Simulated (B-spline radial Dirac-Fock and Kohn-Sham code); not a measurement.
Ru²⁺ in the configuration [Kr] 4d6, inside a Watson sphere of charge −2 and radius 1.6 Å that stands in for a crystal. Computed with a B-spline radial code: independent-particle rates on relativistic LDA orbitals of the hole state (multipoles to L = 3), energies from Dirac–Fock ΔSCF. Widths ruled by Coster–Kronig decay come out up to twice the measured ones in this model.

What should this plot look like? X-ray emission lines that fill an M1 (3s) hole, broadened by a Lorentzian of 15 eV full width. Lines at much lower energy are not shown. Multiplet splitting by the open shell is left out.

The strongest line is M1-N3 at 544.6 eV with 49.1 % of the photons, then M1-N2 at 541.2 eV (33 %), M1-N5 at 590.8 eV (0.039 %), M1-N4 at 590.5 eV (0.027 %). The hole has a width of 9.84 eV and a fluorescence yield of 1.02 × 10⁻⁴.

The result:

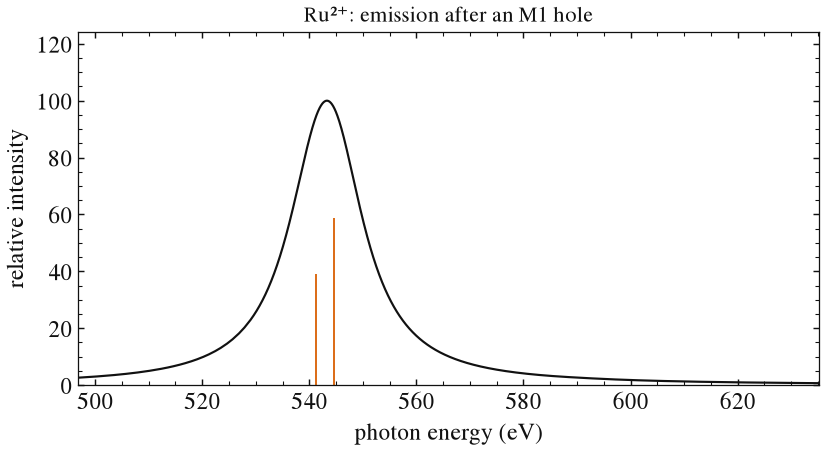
